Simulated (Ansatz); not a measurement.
```xyz
16

C    -1.4918    0.1209    1.1105
C    -1.6501   -1.2067    1.4068
C    -1.8327   -2.3025    0.4668
C    -1.6378   -2.2312   -0.8687
C    -1.1422   -1.0324   -1.6128
B    -1.3915    1.1207    2.2700
Si   -1.5114    0.5897   -0.7015
H    -1.3586    0.7077    3.4111
H    -1.3495    2.3174    2.0812
H    -1.6736   -1.4937    2.4676
H    -2.1327   -3.2646    0.8920
H    -1.8114   -3.1436   -1.4518
H    -1.5171   -1.0318   -2.6481
H    -0.0413   -1.1183   -1.7038
H    -2.8468    1.1389   -1.1037
H    -0.4758    1.6130   -1.0373
```

Geometry: PBE0-D3(BJ)/def2-SVP.

Method: isolated molecule in a Gaussian basis; Kohn-Sham density functional theory, functional PBE0 in Ansatz.

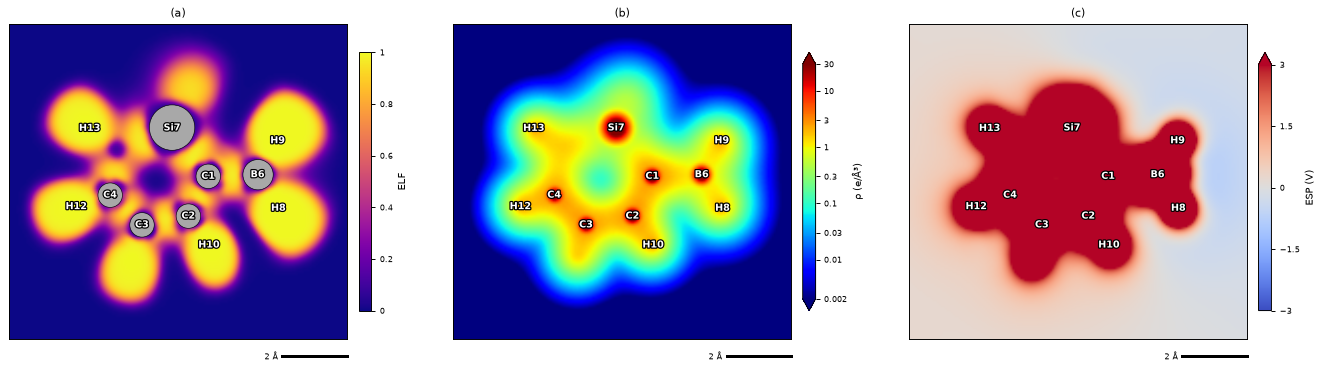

C$_{5}$H$_{9}$BSi (SMILES BC1=CC=CC[SiH2]1). (a) ELF; (b) total electron density; (c) molecular electrostatic potential on the plane of atoms C2, C1 and B6. Grey discs cover the atomic cores in the ELF map.

Read the bonding off the picture.

Answer.
- The plane passes through C, B, Si and H nuclei.
- C–C (1.35 Å): ρ at the midpoint is about 2.2 e/Å³; the ELF peaks at about 0.95 between the atoms; a covalent bond.
- C–B (1.53 Å): the density is about 1.5 e/Å³ at the midpoint; the ELF peaks at about 0.95 between the atoms; a covalent bond.
- C–Si (1.87 Å): ρ at the midpoint is about 0.96 e/Å³; the ELF peaks at about 1 between the atoms; a covalent bond.
- C–H (1.10 Å): ρ at the midpoint is about 2 e/Å³; the ELF climbs to about 1 towards the hydrogen, as it does in any bond to H (a covalent bond by its length).
- C–C (1.46 Å): ρ is about 1.9 e/Å³ halfway; the ELF peaks at about 0.95 between the atoms; a covalent bond.
- Outside the dense part of the molecule the potential is most negative (−0.7 V) near H8.
